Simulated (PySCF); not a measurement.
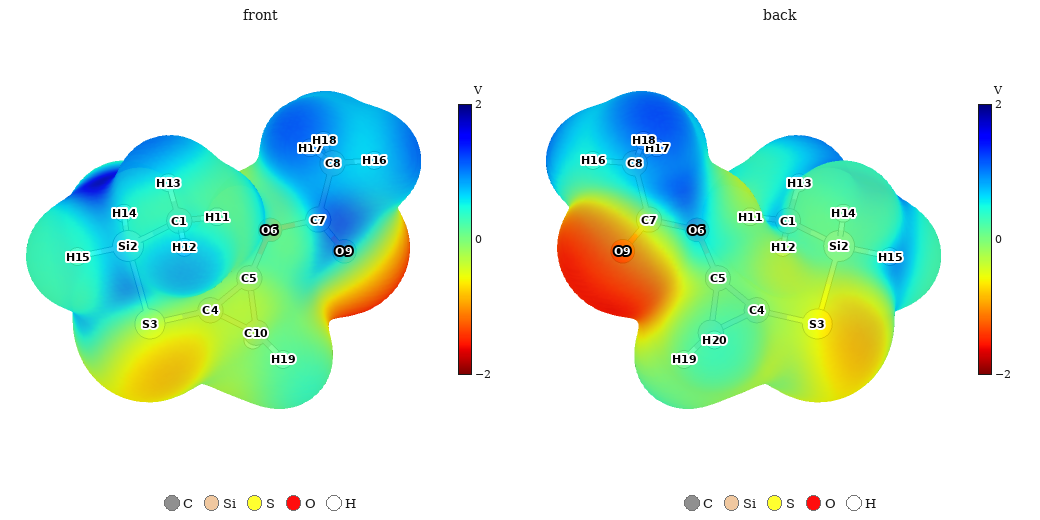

C₆H₁₀O₂SSi. The electrostatic potential painted on the density surface at 0.002 e/bohr³, seen from the front and from behind; red is negative and blue positive.

Geometry: GFN2-xTB.

Level of theory: PBE0/pcSseg-1, SCF density, gas phase, non-relativistic in PySCF.

```xyz
20

C     2.4244    0.7261   -0.7595
Si    2.7261    0.3049    1.0606
S     2.0713   -1.7343    1.4569
C     0.4383   -1.6086    0.9587
C    -0.5563   -0.9477    0.4319
O    -1.0052    0.1904   -0.1357
C    -2.3019    0.2757   -0.5313
C    -2.5698    1.6374   -1.1111
O    -3.0963   -0.6138   -0.4153
C    -0.8845   -2.3391    0.8769
H     1.3636    0.6923   -0.9945
H     2.9320    0.0244   -1.4177
H     2.7858    1.7233   -0.9929
H     1.9620    1.1650    1.9596
H     4.1364    0.2218    1.4146
H    -3.2715    1.5471   -1.9356
H    -1.6458    2.1013   -1.4425
H    -3.0256    2.2596   -0.3424
H    -1.0181   -3.1231    0.1393
H    -1.4702   -2.4919    1.7771
```

Which sites attract a positive test charge, and which a negative one?

A positive charge is drawn to the negative regions and a negative charge to the positive ones. The most negative region (about −1.6 V) lies over O9, the most positive (about +1.6 V) over Si2. O9 is the likeliest acceptor of a hydrogen bond.

How polar is the molecule by this calculation?

Its dipole moment is 3.81 D.
